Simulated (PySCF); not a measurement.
**ClH3Si, SMILES `Cl[SiH3]`: what the electrons do**

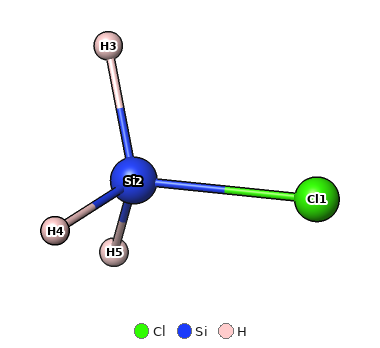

The molecule, with its atoms numbered as below. No frequency check shows the geometry to be a minimum.

Cartesian coordinates (Å):

```
Cl1     -1.0452    0.0000    0.0000
Si2      0.9650   -0.0000    0.0001
H3       1.4193   -1.2584   -0.5812
H4       1.4206    0.1260    1.3789
H5       1.4192    1.1326   -0.7992
```

### 1. Bonding charge

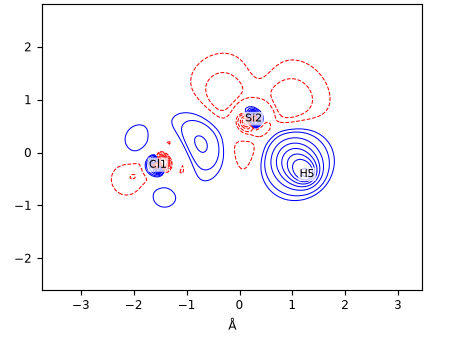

Deformation density (molecule less spherical, spin-averaged free atoms) in the plane of Cl1, Si2 and H5; contours at ±0.05 to ±0.8 e/Å³; solid blue lines: gain, dashed red lines: loss.

Method: PBE0/def2-TZVP; geometry: GFN2-xTB; program: PySCF.

Describe the bonding that the map shows.

Answer. Si2–H5: +0.25 e/Å³ at the bond critical point (bond length 1.46 Å, Mayer order 0.9). Cl1–Si2: +0.07 e/Å³ at the bond critical point (bond length 2.01 Å, Mayer order 1.2); up to 0.6 Å beside the axis the gain reaches +0.21 e/Å³. In all, 1.2 electrons gather in the regions of gain relative to the promolecule. A small or negative value marks a very polar bond, one between electron-rich atoms, whose free-atom densities already overlap strongly, a long bond to a heavier atom, or a closed-shell contact such as a hydrogen bond.

Where do the Hirshfeld charges lie?

Answer. The highest Hirshfeld charge is on Si2 (+0.32 e), the lowest on Cl1 (−0.11 e).

### 2. Bond critical points

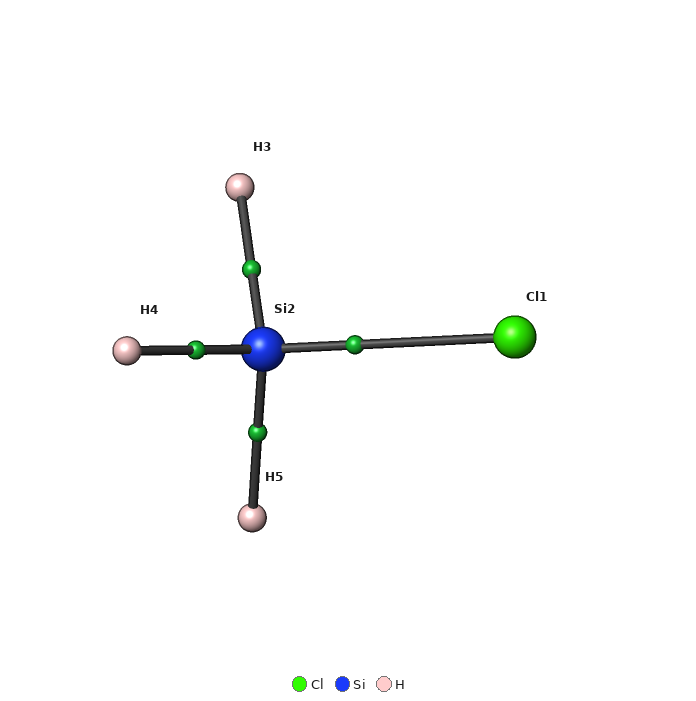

Molecular graph of the electron density (QTAIM): bond paths, bond critical points (green), ring points (magenta, if any); weak paths are dashed.

How many critical points of each kind are there, and does the count close?

Answer. 5 nuclei, 4 bond, 0 ring and 0 cage critical points: 5 − 4 + 0 − 0 = 1, as the Poincaré–Hopf relation requires.

Tabulate density, Laplacian, ellipticity and energy density at the bond critical points (atomic units).

Answer.
```tsv
bond	length (Å)	ρ (a.u.)	∇²ρ (a.u.)	ε	H (a.u.)
Si2–H4 (3 alike)	1.458	0.128	+0.19	0.02	−0.082
Cl1–Si2	2.010	0.105	+0.29	0.00	−0.053
```

What kind of interaction is Cl1–Si2?

Answer. Polar or intermediate (positive Laplacian, negative energy density H): ρ = 0.105, ∇²ρ = +0.29, H = −0.053 a.u.

### 3. Electrostatic potential

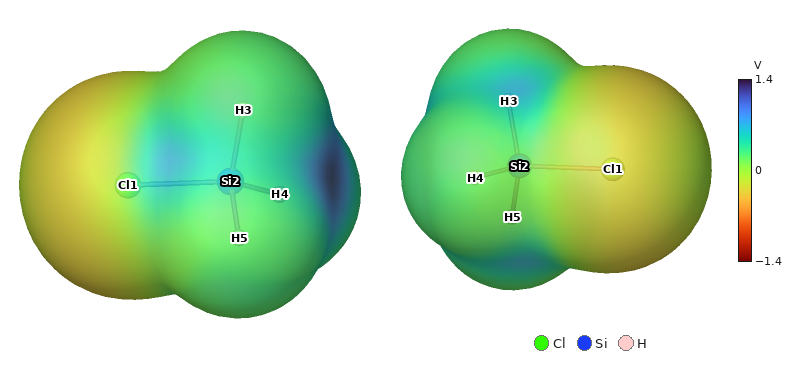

Electrostatic potential on the surface of electron density 0.001 a.u. (back view left, front view right).

Where are the extremes of the potential on the surface?

Answer. Highest: 1.31 V, near Si2 (2.00 Å), H3 (2.04 Å), H4 (2.08 Å) and H5 (2.11 Å). Further maxima include 0.75 V, near H4 (1.99 Å), H3 (2.02 Å) and Si2 (2.09 Å), and at like points elsewhere; 0.00 V, 2.0 Å from Cl1. Lowest: −0.34 V, 2.1 Å from Cl1, and at like points elsewhere. The surface is sampled at points, so like sites can differ by a few per cent and only the strongest of them is named.

### 4. In an electric field

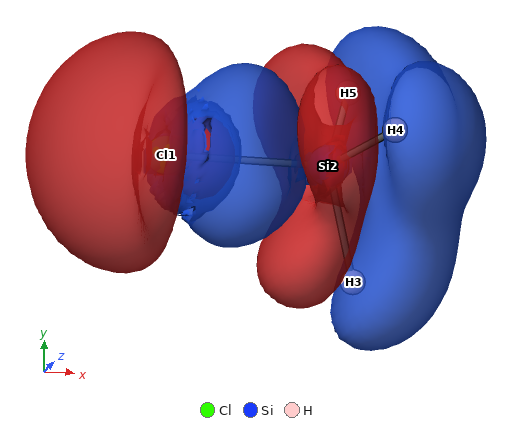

Change of the electron density in a uniform field of 0.21 V/Å, surfaces at ±0.001 e/Å³ (red: gain, blue: loss).

PySCF calculation, PBE0/def2-TZVP, gas phase; geometry: GFN2-xTB. A basis without diffuse functions makes polarisabilities too small.

Along which Cartesian direction does the field point?

Answer. Along +x: electrons gather on the −x side, against the field.

How large is the response?

Answer. The induced dipole is 0.44 D (along the field); α along this axis, from the fields in both directions, is 43 bohr³ (6.4 Å³).

Which atoms gain and lose the most charge?

Answer. Electrons gather most on Cl1 (Hirshfeld charge changes by −0.020 e) and leave Si2 most (+0.007 e); 0.040 electrons are displaced in all.

The PySCF runs shown took 5.7 s and 10 s on 1 thread of Intel(R) Xeon(R) Platinum 8375C CPU @ 2.90GHz (Ice Lake), with other jobs on the host.
